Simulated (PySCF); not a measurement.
# Run report: C6H7FN2, NMR shielding calculation

- system: C6H7FN2
- method: GIAO PBE0/pcSseg-1 NMR shielding, non-relativistic, gas phase (PySCF 2.14.0)

The geometry comes from this level: GFN2-xTB, MD frame at 425 fs, 300 K. It belongs to a series of runs on one base structure; here: MD frame at 425 fs, 300 K. Figures and captions count atoms from 1; the log counts them from 0 in places.

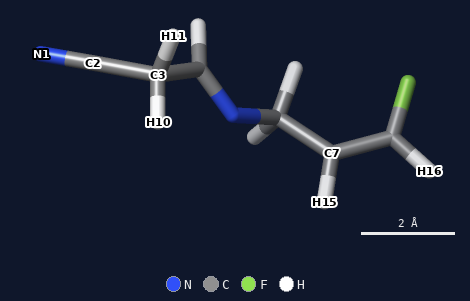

The structure (stick view, seen at a tilt; atoms are numbered from 1 in the order of the input). Bond lengths as drawn: C–C 1.35 to 1.52 Å, C–F 1.32 Å, C–H 1.08 to 1.16 Å and C–N 1.17 to 1.43 Å.

**Results in brief**

| quantity | value |
| --- | --- |
| outcome | converged |
| total energy | −441.562466 hartree |
| HOMO | −7.56 eV |
| LUMO | −0.87 eV |
| dipole moment | 3.75 D |
| isotropic shielding, N | −127.1 to −49.0 ppm |
| isotropic shielding, C | 25.7 to 151.4 ppm |
| isotropic shielding, F | 301.6 ppm |
| isotropic shielding, H | 23.1 to 28.1 ppm |
| hardware | 1 CPU thread, shared host |
| wall time | 23 s |
| peak memory | 0.84 GiB |

**Input file**
```
{"job": {"kind": "nmr", "xc": "PBE0", "basis": "pcSseg-1", "pop": false}, "charge": 0, "multiplicity": 1}
N     -5.147800     1.000100    -0.852000
C     -4.331700     0.453800    -0.219800
C     -3.306100    -0.236900     0.558100
C     -1.946200     0.428700     0.447200
N     -1.037000    -0.347800     0.110500
C      0.329800     0.071400     0.010500
C      1.253400    -0.993800     0.377700
C      2.322000    -0.898800     1.197100
F      2.591800     0.204600     1.862400
H     -3.297300    -1.240900     0.147400
H     -3.620200    -0.146000     1.667500
H     -1.821100     1.542000     0.642800
H      0.504900     0.427200    -1.022700
H      0.522100     0.920300     0.747900
H      1.185700    -1.925800    -0.193800
H      3.065600    -1.684200     1.251800
```

The first line tells a small driver script what to run in PySCF; the rest is the geometry in Å.

Command:
```bash
OMP_NUM_THREADS=1 python <driver script> task.json out
```

**The program's output**
```
coarse grid: 14072 points
cycle   1  E = -441.4127277600  dE =  1.254e+00  |g| = 6.403e-01  |ddm| = 3.644e+00
cycle   2  E = -441.1513167698  dE =  2.614e-01  |g| = 1.274e+00  |ddm| = 1.413e+00
cycle   3  E = -441.4975164430  dE = -3.462e-01  |g| = 1.951e-01  |ddm| = 9.733e-01
cycle   4  E = -441.5039793265  dE = -6.463e-03  |g| = 7.549e-02  |ddm| = 1.603e-01
cycle   5  E = -441.5049260858  dE = -9.468e-04  |g| = 2.770e-02  |ddm| = 6.176e-02
cycle   6  E = -441.5050870737  dE = -1.610e-04  |g| = 9.162e-03  |ddm| = 2.583e-02
cycle   7  E = -441.5051031272  dE = -1.605e-05  |g| = 2.256e-03  |ddm| = 7.762e-03
cycle   8  E = -441.5051041753  dE = -1.048e-06  |g| = 3.490e-04  |ddm| = 1.814e-03
final grid: 138440 points
cycle   9  E = -441.5624545639  dE = -3.702e-05  |g| = 6.637e-03  |ddm| = 2.761e-02
cycle  10  E = -441.5624521297  dE =  2.434e-06  |g| = 7.754e-03  |ddm| = 1.209e-02
cycle  11  E = -441.5624649468  dE = -1.282e-05  |g| = 1.907e-03  |ddm| = 6.860e-03
cycle  12  E = -441.5624656899  dE = -7.431e-07  |g| = 3.942e-04  |ddm| = 1.615e-03
cycle  13  E = -441.5624657175  dE = -2.759e-08  |g| = 1.760e-04  |ddm| = 3.460e-04
cycle  14  E = -441.5624657220  dE = -4.538e-09  |g| = 7.934e-05  |ddm| = 1.438e-04
cycle  15  E = -441.5624657233  dE = -1.289e-09  |g| = 1.984e-05  |ddm| = 5.567e-05
cycle  16  E = -441.5624657234  dE = -8.333e-11  |g| = 4.056e-06  |ddm| = 1.775e-05
```

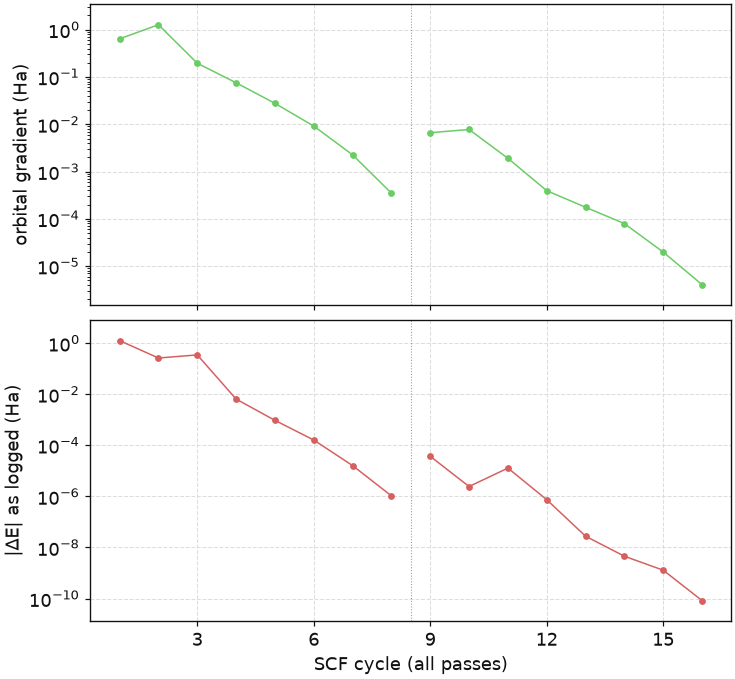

Convergence of the self-consistent field: orbital gradient and size of the energy change against the SCF cycle. The dotted line marks the change from a coarse to the final integration grid. The first 8 cycles use a coarse grid, the final grid takes over at cycle 9, and the field converges after 16 cycles in all.

```
converged SCF energy = -441.5624657234

GIAO shielding tensors (ppm)
atom      isotropic    diamagn.    paramagn.     s11        s22        s33       span
  0 N      -48.963     336.477    -385.439   -223.683   -212.486    289.280    512.963
  1 C       60.746     257.522    -196.776    -56.050    -53.977    292.264    348.314
  2 C      151.421     244.904     -93.483    134.723    147.472    172.068     37.345
  3 C       30.481     256.700    -226.219    -73.564     59.728    105.279    178.843
  4 N     -127.057     332.243    -459.300   -455.856   -142.303    216.988    672.845
  5 C      131.457     247.529    -116.072    107.692    120.616    166.063     58.370
  6 C       64.739     257.394    -192.655    -41.759     90.587    145.388    187.147
  7 C       25.694     247.833    -222.139    -74.353     68.348     83.087    157.440
  8 F      301.606     474.966    -173.359    199.412    252.462    452.946    253.534
  9 H       28.133      26.859       1.273     23.958     28.371     32.069      8.111
 10 H       26.945      23.251       3.694     23.245     26.731     30.860      7.616
 11 H       23.052      31.888      -8.836     21.604     22.874     24.676      3.072
 12 H       27.211      31.272      -4.061     22.906     27.406     31.322      8.416
 13 H       26.270      32.267      -5.997     22.223     26.800     29.787      7.564
 14 H       25.935      31.353      -5.418     24.434     25.634     27.738      3.304
 15 H       24.541      27.564      -3.022     21.989     24.301     27.333      5.344
```

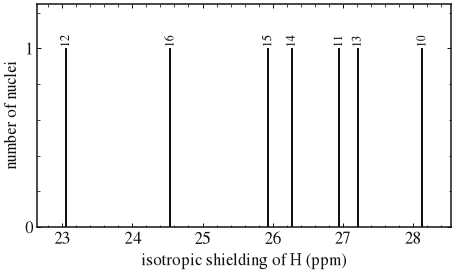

Isotropic shieldings of the hydrogen nuclei in this fixed geometry, labelled by atom number; shielding grows to the right, so chemical shift grows to the left. The least shielded is H12 (23.1 ppm), the most shielded H10 (28.1 ppm).
